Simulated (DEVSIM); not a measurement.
Device: Si p-n junction from an implanted or diffused profile, at 300 K.

```
layer (left to right)  material  thickness (μm)  Nd (cm⁻³)   τn (s)   τp (s)
---------------------  --------  --------------  ---------  -------  -------
1                            Si            11.0     6.8e16  0.00023  0.00023
```

Added acceptor profile: 1.1e19 cm⁻³ × exp(−(x − 0 μm)²/(2·(0.033 μm)²)). Left contact: ohmic. Right contact: ohmic. Voltage is applied to the left contact. Recombination: SRH at mid-gap, Auger. Mobility is μmin + (μ − μmin)/(1 + (N/Nref)^α).

The device is made up for the run: typed textbook-type constants, with dimensions and the other settings drawn at random. Values at 300 K.

| parameter | Si |
|---|---|
| gap (eV) | 1.124 |
| affinity (eV) | 4.05 |
| permittivity | 11.7 |
| Nc (cm⁻³) | 2.86e19 |
| Nv (cm⁻³) | 3.1e19 |
| μn (cm²/Vs) | 1417 |
| μp (cm²/Vs) | 470 |
| μn,min | 52 |
| μp,min | 45 |
| Nref,n | 9.7e16 |
| Nref,p | 2.2e17 |
| αn | 0.68 |
| αp | 0.72 |
| Cn (cm⁶/s) | 2.8e-31 |
| Cp (cm⁶/s) | 9.9e-32 |

DEVSIM, 1D drift-diffusion, Boltzmann statistics, complete ionisation; no tunnelling, impact ionisation, image-force lowering or self-heating.

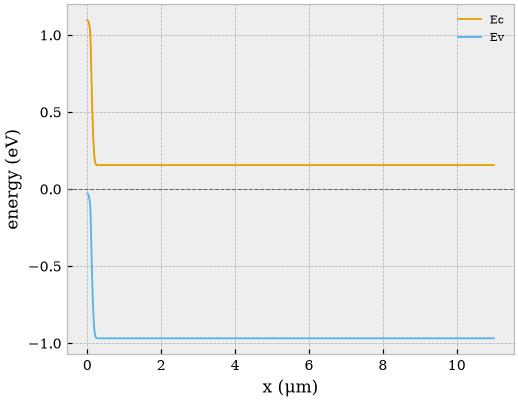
*Band edges at zero bias*

Energies count from the Fermi level of the right contact; mesh points crowd at the junctions.

```json
[
 {"x (μm)": "0.000", "Ec (eV)": "1.097", "Ev (eV)": "-0.027", "n (cm⁻³)": "< 1e2", "p (cm⁻³)": "1.1e19", "field (V/cm)": "-320"},
 {"x (μm)": "0.01682", "Ec (eV)": "1.094", "Ev (eV)": "-0.030", "n (cm⁻³)": "< 1e2", "p (cm⁻³)": "9.6e18", "field (V/cm)": "-4000"},
 {"x (μm)": "0.03676", "Ec (eV)": "1.081", "Ev (eV)": "-0.043", "n (cm⁻³)": "< 1e2", "p (cm⁻³)": "5.8e18", "field (V/cm)": "-8900"},
 {"x (μm)": "0.05742", "Ec (eV)": "1.057", "Ev (eV)": "-0.067", "n (cm⁻³)": "< 1e2", "p (cm⁻³)": "2.3e18", "field (V/cm)": "-14000"},
 {"x (μm)": "0.08646", "Ec (eV)": "0.961", "Ev (eV)": "-0.163", "n (cm⁻³)": "2000", "p (cm⁻³)": "5.8e16", "field (V/cm)": "-74000"},
 {"x (μm)": "0.1069", "Ec (eV)": "0.767", "Ev (eV)": "-0.357", "n (cm⁻³)": "3800000", "p (cm⁻³)": "3.1e13", "field (V/cm)": "-100000"},
 {"x (μm)": "0.1294", "Ec (eV)": "0.550", "Ev (eV)": "-0.574", "n (cm⁻³)": "1.7e10", "p (cm⁻³)": "7.0e9", "field (V/cm)": "-87000"},
 {"x (μm)": "0.1590", "Ec (eV)": "0.335", "Ev (eV)": "-0.789", "n (cm⁻³)": "6.6e13", "p (cm⁻³)": "1800000", "field (V/cm)": "-57000"},
 {"x (μm)": "0.1984", "Ec (eV)": "0.191", "Ev (eV)": "-0.933", "n (cm⁻³)": "1.8e16", "p (cm⁻³)": "6600", "field (V/cm)": "-18000"},
 {"x (μm)": "0.2752", "Ec (eV)": "0.157", "Ev (eV)": "-0.967", "n (cm⁻³)": "6.7e16", "p (cm⁻³)": "1700", "field (V/cm)": "-210"},
 {"x (μm)": "0.4381", "Ec (eV)": "0.156", "Ev (eV)": "-0.968", "n (cm⁻³)": "6.8e16", "p (cm⁻³)": "1700", "field (V/cm)": "≈ 0"},
 {"x (μm)": "0.9205", "Ec (eV)": "0.156", "Ev (eV)": "-0.968", "n (cm⁻³)": "6.8e16", "p (cm⁻³)": "1700", "field (V/cm)": "≈ 0"},
 {"x (μm)": "1.683", "Ec (eV)": "0.156", "Ev (eV)": "-0.968", "n (cm⁻³)": "6.8e16", "p (cm⁻³)": "1700", "field (V/cm)": "≈ 0"},
 {"x (μm)": "3.170", "Ec (eV)": "0.156", "Ev (eV)": "-0.968", "n (cm⁻³)": "6.8e16", "p (cm⁻³)": "1700", "field (V/cm)": "≈ 0"},
 {"x (μm)": "7.033", "Ec (eV)": "0.156", "Ev (eV)": "-0.968", "n (cm⁻³)": "6.8e16", "p (cm⁻³)": "1700", "field (V/cm)": "≈ 0"},
 {"x (μm)": "9.024", "Ec (eV)": "0.156", "Ev (eV)": "-0.968", "n (cm⁻³)": "6.8e16", "p (cm⁻³)": "1700", "field (V/cm)": "≈ 0"},
 {"x (μm)": "9.980", "Ec (eV)": "0.156", "Ev (eV)": "-0.968", "n (cm⁻³)": "6.8e16", "p (cm⁻³)": "1700", "field (V/cm)": "≈ 0"},
 {"x (μm)": "10.50", "Ec (eV)": "0.156", "Ev (eV)": "-0.968", "n (cm⁻³)": "6.8e16", "p (cm⁻³)": "1700", "field (V/cm)": "≈ 0"},
 {"x (μm)": "10.80", "Ec (eV)": "0.156", "Ev (eV)": "-0.968", "n (cm⁻³)": "6.8e16", "p (cm⁻³)": "1700", "field (V/cm)": "≈ 0"},
 {"x (μm)": "10.91", "Ec (eV)": "0.156", "Ev (eV)": "-0.968", "n (cm⁻³)": "6.8e16", "p (cm⁻³)": "1700", "field (V/cm)": "≈ 0"},
 {"x (μm)": "10.97", "Ec (eV)": "0.156", "Ev (eV)": "-0.968", "n (cm⁻³)": "6.8e16", "p (cm⁻³)": "1700", "field (V/cm)": "≈ 0"},
 {"x (μm)": "11.00", "Ec (eV)": "0.156", "Ev (eV)": "-0.968", "n (cm⁻³)": "6.8e16", "p (cm⁻³)": "1700", "field (V/cm)": "≈ 0"}
]
```
